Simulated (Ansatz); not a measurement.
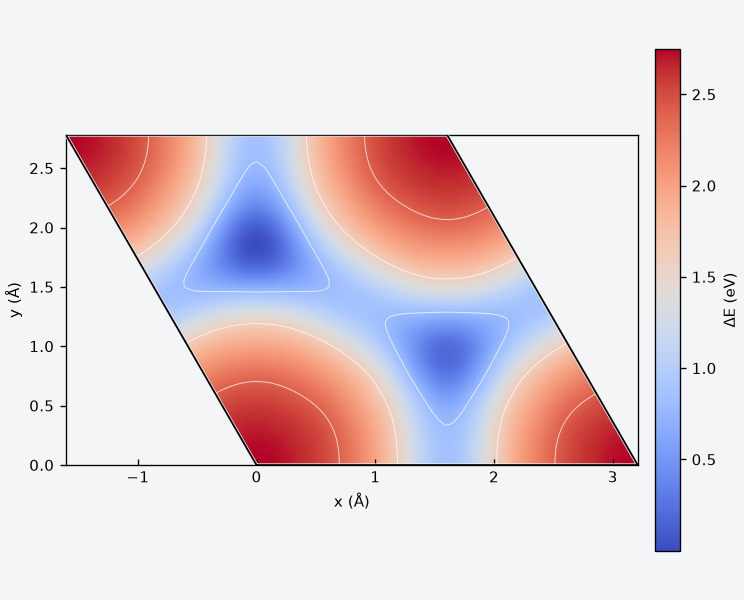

C on a Mg(001) slab cut from the P6_3/mmc phase, its upper half relaxed before the scan (16 atoms of substrate and one adsorbate in a 2 × 2 cell). C is moved over the surface cell; relaxed at each place: the height of the adsorbate's atoms; substrate rigid; the origin of the map has the adsorbate above Mg13. Places are given modulo a cell vector. The map is drawn in real space over the plane of the surface. The grid has 6 × 6 points; 10 points were computed and 26 follow by symmetry. Places are given in fractions of the 1 × 1 surface cell. All energies are given in eV relative to the lowest grid point. Method: Ansatz, DFT PBE, scalar-relativistic, plane waves, PAW. Settings: cutoff 420 eV, k-mesh 6×6×1, gaussian smearing 0.1 eV, no spin polarisation.

The picture shows a smooth colour map with a few white contour lines, the outline of one cell of the plane. Between grid points the surface is interpolated.

The lowest grid point is at a threefold hollow over a second-layer Mg atom, (2/6, 4/6) of the cell vectors. There is a further well near a threefold hollow, (4/6, 2/6) of the cell vectors (0.17 eV above the lowest at that grid point). The highest grid point, the top site over a surface Mg atom, (0/6, 0/6) of the cell vectors, lies 2.75 eV above the lowest. On the interpolated surface the easiest way out of the lowest well to the well at a threefold hollow, (4/6, 2/6) of the cell vectors passes a barrier of about 0.86 eV. At the lowest point the adsorbate has 3 Mg at 2.03 Å as nearest neighbours, at the highest 1 Mg at 2.05 Å. Its relaxed height above the top atom is 0.83 Å at the lowest and 2.05 Å at the highest point.

The level of theory is changed to DFT LDA, scalar-relativistic, plane waves, PAW (Ansatz 0.2.0); with it change the cell, relaxed at the new level (first cell vector 6.293 Å, before 6.420 Å).

What will the new map look like?

The lowest place stays at a threefold hollow over a second-layer Mg atom, (2/6, 4/6) of the cell vectors. The span from the lowest to the highest grid point grows from 2.75 to 3.00 eV. The easiest pass out of the lowest well goes from about 0.86 to about 0.94 eV on the interpolated surfaces. Higher wells of the new map: a threefold hollow, (4/6, 2/6) of the cell vectors, 0.18 eV up (that grid point lay 0.17 eV up before). In the new map: at the lowest point the adsorbate has 3 Mg at 1.99 Å as nearest neighbours, at the highest 1 Mg at 2.01 Å. Its relaxed height above the top atom is 0.82 Å at the lowest and 2.01 Å at the highest point.

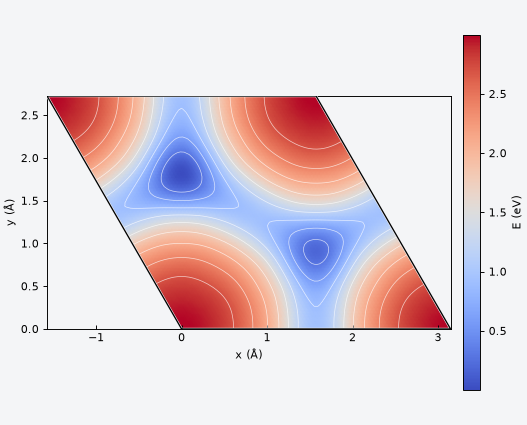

The map after the change, on a colour scale of its own. The picture shows a smooth colour map with a few white contour lines, the outline of one cell of the plane. Between grid points the surface is interpolated.
